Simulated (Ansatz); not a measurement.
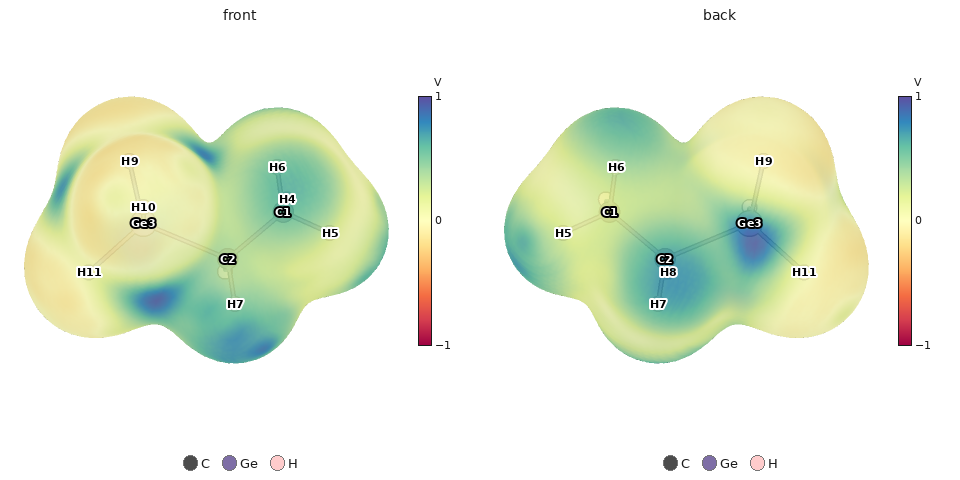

Figure 1: C2H8Ge (SMILES C[CH2][GeH3]). The electrostatic potential painted on the density surface at 0.002 e/bohr³, seen from the front and from behind; red is negative and blue positive.

Geometry: PBE0-D4/def2-TZVP.

Theory: Ansatz 0.2.0, RKS PBE0-D4/def2-TZVPP.

Input file:

```
crystal:
  periodic: [false, false, false]
  atoms:
    - {symbol: C, position_ang: [-0.776669, 1.150718, -0.363121]}
    - {symbol: C, position_ang: [-0.433720, -0.325670, -0.503252]}
    - {symbol: Ge, position_ang: [1.029299, -0.888377, 0.673541]}
    - {symbol: H, position_ang: [0.079538, 1.785876, -0.605055]}
    - {symbol: H, position_ang: [-1.594742, 1.436370, -1.030212]}
    - {symbol: H, position_ang: [-1.085539, 1.395497, 0.656551]}
    - {symbol: H, position_ang: [-0.142417, -0.561238, -1.530574]}
    - {symbol: H, position_ang: [-1.302036, -0.949806, -0.274735]}
    - {symbol: H, position_ang: [0.650420, -0.634196, 2.145366]}
    - {symbol: H, position_ang: [2.302319, -0.080055, 0.356577]}
    - {symbol: H, position_ang: [1.338745, -2.386121, 0.495314]}
basis:
  gaussian: {orbitals: def2-TZVPP}
hamiltonian: {xc: pbe0, dispersion: d4}
output: {orbitals: {seedname: orbitals}}
```

Command:

```sh
ansatz run in.yaml --threads 4 --pin off --events-out ev --progress --plain --max-ram 10444MiB
```

Which sites attract a positive test charge, and which a negative one?

Answer. A positive charge is drawn to the negative regions and a negative charge to the positive ones. The most negative region (about −0.1 V) lies over H9, H10 and H11, the most positive (about +0.9 V) over Ge3 and H7.
